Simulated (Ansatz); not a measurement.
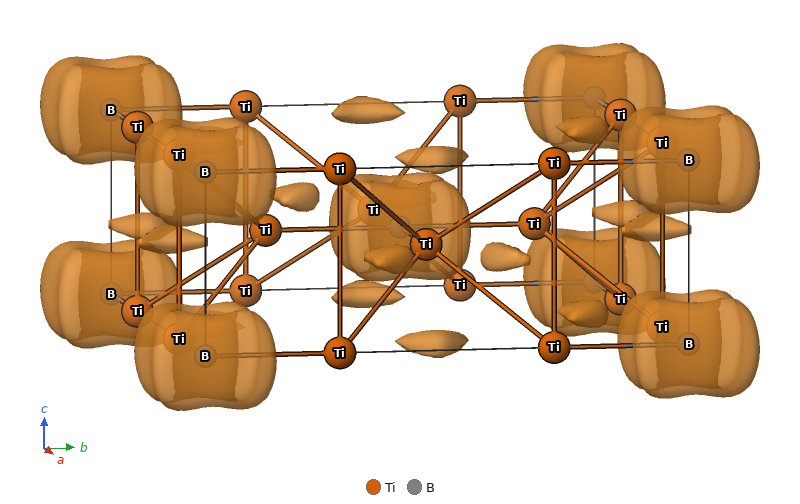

Figure 1: Ti₄B. Isosurface of the electron localisation function at 0.65 (orange), seen slightly off an axis. Core shells and regions of very low density are left out. Sticks mark near contacts.

Space group I4/mmm; a structure generated by program, which may or may not match a known phase; computed without spin polarisation.

Level of theory: DFT PBE, scalar-relativistic, plane waves, PAW (Ansatz).

In a PAW calculation such maps are meaningful between the atoms, not at the nuclei.

```
Ti B
1.0
     7.69713    0.00000    0.00000
     0.00000    7.69713    0.00000
     0.00000    0.00000    2.90197
Ti B
8 2
Cartesian
  5.5559 0.0000 0.0000
  1.7074 3.8486 1.4510
  2.1412 0.0000 0.0000
  5.9898 3.8486 1.4510
  0.0000 5.5559 0.0000
  3.8486 1.7074 1.4510
  0.0000 2.1412 0.0000
  3.8486 5.9898 1.4510
  0.0000 0.0000 0.0000
  3.8486 3.8486 1.4510
```

### Where are the electrons localised?

The ELF exceeds this value in two regions wrapped around B (the valence shell of each) and eight pockets between the atoms, centred on no nucleus (multi-centre or interstitial), counted in one cell of 10 atoms. Any copies at cell faces, edges or corners count once. Profiles from the grid: Ti–B (2.14 Å): the ELF peaks at about 0.80 in the valence shell of B, 0.7 Å from its nucleus, and is about 0.35 at the midpoint. Ti–Ti (2.82 Å): the ELF is about 0.20 at the midpoint: no localised pair shows between them.
